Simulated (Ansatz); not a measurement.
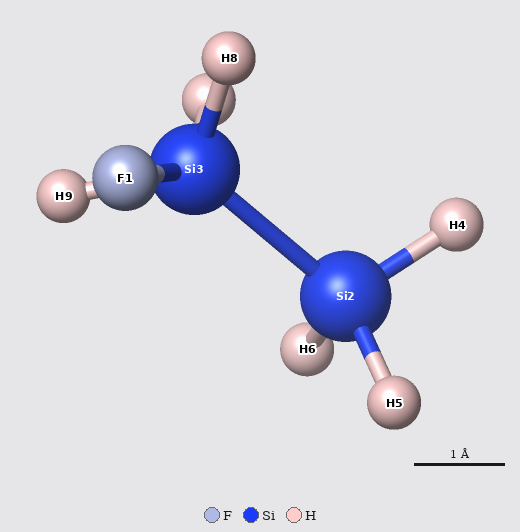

The input geometry of run 1 (ball-and-stick view, seen at a tilt; atoms are numbered from 1 in the order of the input).

## Si2H6F: one change and its effect

System: Si2H6F, charge −1.
Method of run 1: RKS PBE0-D4/def2-SVPD (Ansatz 0.2.0).

Text and figures count atoms from 1; the logs count them from 0 in places.

## The input, run 1
```yaml
crystal:
  periodic: [false, false, false]
  atoms:
    - { symbol: F, position_ang: [-0.542056, -1.188933, -2.124372] }
    - { symbol: Si, position_ang: [0.109354, 1.099742, 0.612683] }
    - { symbol: Si, position_ang: [-0.10202, -0.944495, -0.554079] }
    - { symbol: H, position_ang: [1.502356, 1.248378, 1.18054] }
    - { symbol: H, position_ang: [-0.163711, 2.435908, -0.041846] }
    - { symbol: H, position_ang: [-0.772335, 1.10684, 1.840525] }
    - { symbol: H, position_ang: [0.339872, -1.596071, 0.830898] }
    - { symbol: H, position_ang: [1.096544, -1.536441, -1.26677] }
    - { symbol: H, position_ang: [-1.419194, -1.692578, -0.537508] }
total_charge: -1
basis:
  gaussian: { orbitals: def2-SVPD }
hamiltonian:
  xc: pbe0
  dispersion: d4
output:
  forces: true
```

Launched with:
```bash
ansatz run input.yaml --threads 1 --pin off --max-ram 2560MiB --backend cpu --events-out ev --progress --plain --runs-dir out
```

Hardware: 1 thread of Arm Neoverse V1, 24 GiB of memory available, shared host.

## Output (run 1)
```
Engine: ansatz 0.2.0, aarch64-unknown-linux-gnu
Functional definition: PBE0
  parameter a = 0.25
  parameter kappa = 0.804
  parameter beta = 0.06672455060314922
  exchange = (1 - a)*pbe_x(kappa = kappa, mu = beta*pi^2/3) + a*exact_x
  correlation = pbe_c(beta = beta)
1059 factors; their error is unknown
mean field evaluation 1: about -18552.7981 eV, gradient 1.6e1 eV
mean field evaluation 2: about -18552.9307 eV, gradient 1.7e1 eV
mean field evaluation 4: about -18553.6441 eV, gradient 1.1e0 eV
mean field evaluation 8: about -18553.7985 eV, gradient 1.2e-1 eV
mean field -18553.79848024 eV, -681.8395179327 hartree, gradient 2.9e-5 eV, S^2 0.000000; 0 other end points of the search recorded, 0 dependent functions left out
the calculation of the forces begins
reference -18553.79851701 eV, -681.8395192837 hartree; 22, 22 occupied and 97, 97 virtual orbitals, 1059 factors
Total energy: -18553.96189901 eV, -681.8455234615 hartree
Atom 0 at    -0.542056    -1.188933    -2.124372 Å, force    -1.358654     1.228912    -4.424021 eV/Å
Atom 1 at     0.109354     1.099742     0.612683 Å, force    -0.040852    -0.239295    -0.191580 eV/Å
Atom 2 at    -0.102020    -0.944495    -0.554079 Å, force     0.731074    -2.062122     2.080006 eV/Å
Atom 3 at     1.502356     1.248378     1.180540 Å, force    -0.040277    -0.029086    -0.125667 eV/Å
Atom 4 at    -0.163711     2.435908    -0.041846 Å, force    -0.007939     0.043026    -0.018444 eV/Å
Atom 5 at    -0.772335     1.106840     1.840525 Å, force    -0.029905    -0.028404    -0.128765 eV/Å
Atom 6 at     0.339872    -1.596071     0.830898 Å, force     0.025035     0.515476     0.196236 eV/Å
Atom 7 at     1.096544    -1.536441    -1.266770 Å, force     1.608683     0.363229     0.944351 eV/Å
Atom 8 at    -1.419194    -1.692578    -0.537508 Å, force    -0.887164     0.208263     1.667884 eV/Å
Dipole moment:     0.001937     0.574547     0.129669 e Å
```

The input of run 2 differs as follows (lines with − go, lines with + come):
```diff
-    - { symbol: F, position_ang: [-0.542056, -1.188933, -2.124372] }
+    - { symbol: F, position_ang: [-0.786937, 1.120278, -2.47481] }
```

Predict how the results change.

With the same method and basis, run 2 lies 6.0 kcal/mol higher. The largest force goes from 4.788 to 1.782 eV/Å.

## Output (run 2)
```
Engine: ansatz 0.2.0, aarch64-unknown-linux-gnu
Functional definition: PBE0
  parameter a = 0.25
  parameter kappa = 0.804
  parameter beta = 0.06672455060314922
  exchange = (1 - a)*pbe_x(kappa = kappa, mu = beta*pi^2/3) + a*exact_x
  correlation = pbe_c(beta = beta)
1059 factors; their error is unknown
mean field evaluation 1: about -18552.6181 eV, gradient 1.5e1 eV
mean field evaluation 2: about -18551.5680 eV, gradient 3.1e1 eV
mean field evaluation 4: about -18553.3864 eV, gradient 1.4e0 eV
mean field evaluation 8: about -18553.5450 eV, gradient 1.1e-1 eV
mean field -18553.54501037 eV, -681.8302030866 hartree, gradient 3.0e-5 eV, S^2 0.000000; 0 other end points of the search recorded, 0 dependent functions left out
the calculation of the forces begins
reference -18553.54504408 eV, -681.8302043254 hartree; 22, 22 occupied and 97, 97 virtual orbitals, 1059 factors
Total energy: -18553.70230176 eV, -681.8359834387 hartree
Atom 0 at    -0.786937     1.120278    -2.474810 Å, force     0.205263    -0.759871     0.545267 eV/Å
Atom 1 at     0.109354     1.099742     0.612683 Å, force    -0.249032     0.716997    -0.704658 eV/Å
Atom 2 at    -0.102020    -0.944495    -0.554079 Å, force     0.484115     0.170282     1.706007 eV/Å
Atom 3 at     1.502356     1.248378     1.180540 Å, force    -0.011635    -0.262929    -0.057506 eV/Å
Atom 4 at    -0.163711     2.435908    -0.041846 Å, force     0.046166    -0.365129     0.080755 eV/Å
Atom 5 at    -0.772335     1.106840     1.840525 Å, force     0.009171    -0.261615    -0.063529 eV/Å
Atom 6 at     0.339872    -1.596071     0.830898 Å, force    -0.125039    -0.033501    -0.438866 eV/Å
Atom 7 at     1.096544    -1.536441    -1.266770 Å, force    -0.595225     0.372104    -0.413193 eV/Å
Atom 8 at    -1.419194    -1.692578    -0.537508 Å, force     0.236215     0.423662    -0.654277 eV/Å
Dipole moment:     0.335673    -0.485759     1.053966 e Å
```

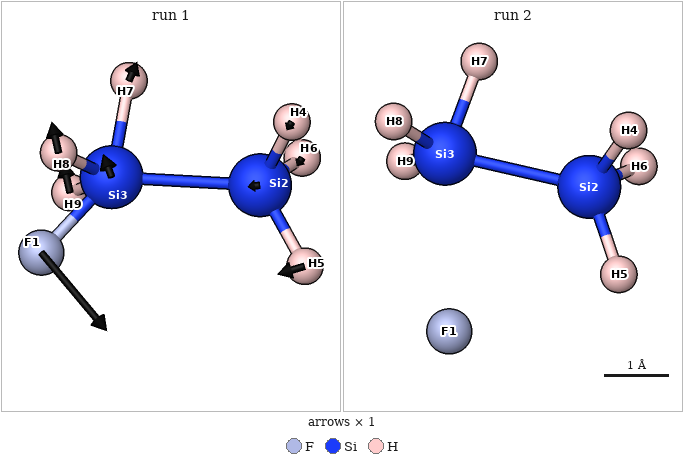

The two input geometries at one scale (ball-and-stick view, seen at a tilt). The black arrows on the first give the shifts of the atoms after the best rigid fit, at true length. The atom that moves furthest after the best rigid fit is F1 (1.67 Å). By element the largest moves are F 1.67 Å, H 0.53 Å, Si 0.41 Å. Among the contacts that change: F1–Si3 1.649 → 2.902 Å.

## The two runs side by side

| quantity | run 1 | run 2 |
| --- | --- | --- |
| outcome | converged | converged |
| total energy (hartree) | −681.845523 | −681.835983 |
| largest force (eV/Å) | 4.788 | 1.782 |
| basis functions | 119 | 119 |
| wall time (shared host) | 4.3 s | 4.2 s |
